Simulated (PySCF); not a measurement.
# Run report: BPH6, single-point calculation

- system: BPH6
- method: wB97M-V/pc-2, RKS (PySCF 2.14.0)

The geometry comes from this level: PBE0-D4/def2-TZVP.

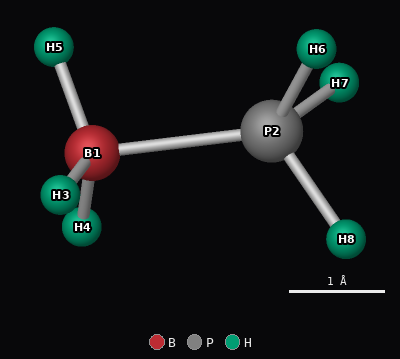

*The input geometry (ball-and-stick view, seen at a tilt; atoms are numbered from 1 in the order of the input).*

### Key numbers

```json
{"quantity": "outcome", "value": "converged"}
{"quantity": "total energy", "value": "−369.742405 hartree"}
{"quantity": "basis functions", "value": "148"}
{"quantity": "HOMO", "value": "−10.90 eV"}
{"quantity": "LUMO", "value": "1.45 eV"}
{"quantity": "dipole moment", "value": "4.14 D"}
{"quantity": "hardware", "value": "1 thread of Arm Neoverse V1, 24 GiB of memory available, shared host"}
{"quantity": "wall time", "value": "2.5 min"}
{"quantity": "peak memory", "value": "1 GiB"}
```

### Input (run.py)
```python
# [BH3-][PH3+]
from pyscf import gto, dft

mol = gto.Mole()
mol.atom = '''
B     -0.556100     0.227200    -0.914000
P      0.433900    -0.181600     0.667700
H     -1.693400     0.343100    -0.520100
H     -0.367800    -0.730200    -1.628000
H     -0.055500     1.254200    -1.309900
H      0.418800     0.755700     1.718800
H      1.823100    -0.380300     0.547100
H      0.089200    -1.345200     1.382600
'''
mol.spin = 0
mol.basis = 'pc-2'
mol.verbose = 3
mol.max_memory = 1860
mol.build()

myscf = dft.RKS(mol)
myscf.xc = 'wb97m-v'
myscf.nlcgrids.level = 1
myscf.grids.level = 4
myscf.conv_tol = 1e-10
myscf.kernel()
if not myscf.converged:
    myscf = myscf.newton().run(myscf.mo_coeff, myscf.mo_occ)

energy = myscf.e_tot
print('E(%s) = %.9f' % ('WB97M-V', energy))
```

Run as:
```bash
OMP_NUM_THREADS=1 python run.py
```

### Output
```
converged SCF energy = -369.742404767591
E(WB97M-V) = -369.742404768
```

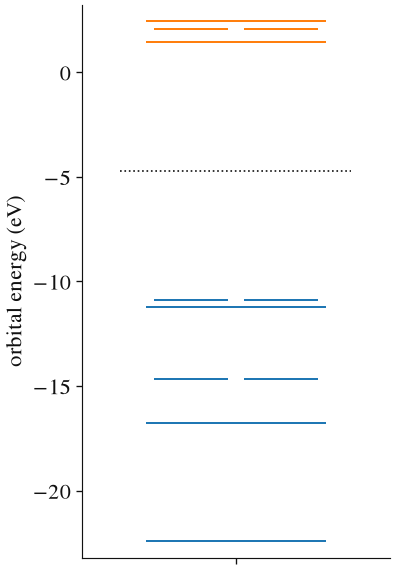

*Orbital energies near the frontier; the dotted line parts filled from empty levels, and levels within 0.02 eV of each other stand side by side.*

Highest filled −10.90 eV, lowest empty 1.45 eV, 12.35 eV apart.
